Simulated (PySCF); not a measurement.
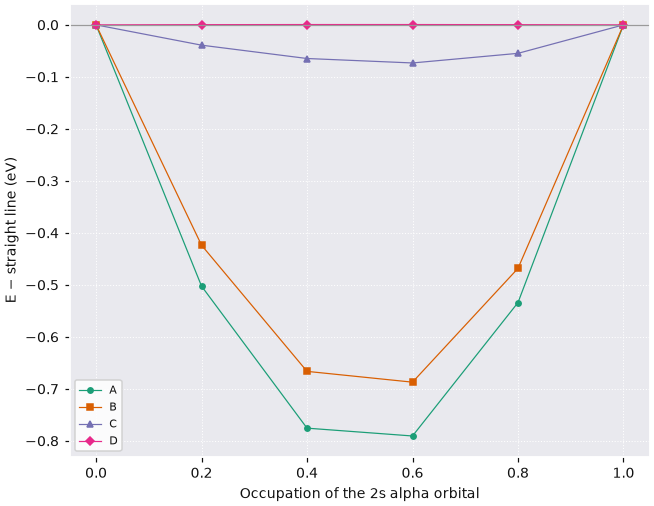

One 2s alpha orbital of Be⁺ ([He] 2s) is emptied in steps. The plot gives the energy less the straight line between the integer ends. PySCF, def2-TZVP, non-relativistic, unrestricted single determinants, no spin-orbit coupling. The curves are B3LYP, HF, LC-wPBE and PBE0 in some order.

Which curve is which method, and what does its shape mean?

Answer. A is B3LYP: convex (delocalisation error), largest departure −0.79 eV, removal energy 18.61 eV; B is PBE0: convex (delocalisation error), largest departure −0.69 eV, removal energy 18.44 eV; C is LC-wPBE: convex (delocalisation error), largest departure −0.073 eV, removal energy 18.52 eV; D is HF: nearly straight, largest departure 0.00060 eV, removal energy 18.12 eV. The measured removal energy is 18.21 eV. The exact energy is a straight line between whole electron numbers.
